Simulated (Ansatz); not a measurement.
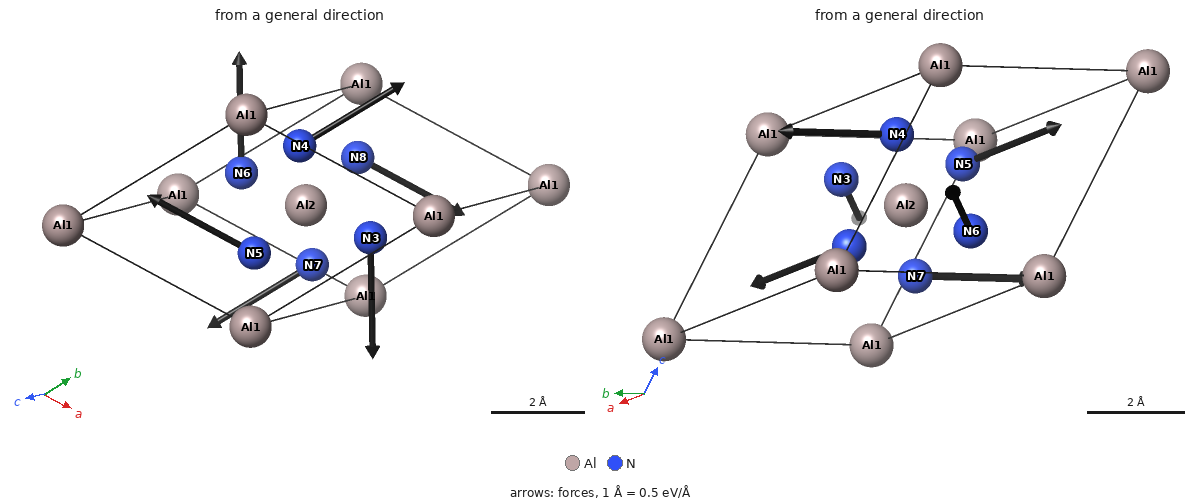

The image is a spheres-only drawing of a crystal, viewed from two general directions. Atoms at the boundary of the simulation cell (the box) are drawn once for each face, edge or corner they touch. The arrows are the computed forces on the atoms.

System: AlN3. Method used: DFT, PAW plane waves, PBE (Ansatz). It ran with a cutoff energy of 420 eV, an 8×8×8 mesh of k-points, Fermi-Dirac smearing of 0.1 eV, no spin polarisation.

Question: Judging by the arrows, is the geometry relaxed?

Answer: No. The atoms still feel forces of up to about 1.2 eV/Å, far above a usual threshold of 0.01 to 0.03 eV/Å.

The geometry is that of a generated cell, made by putting these elements into a known structure type (the compound may or may not exist in this form), without relaxation. Ansatz was used for an electronic-structure calculation on it.
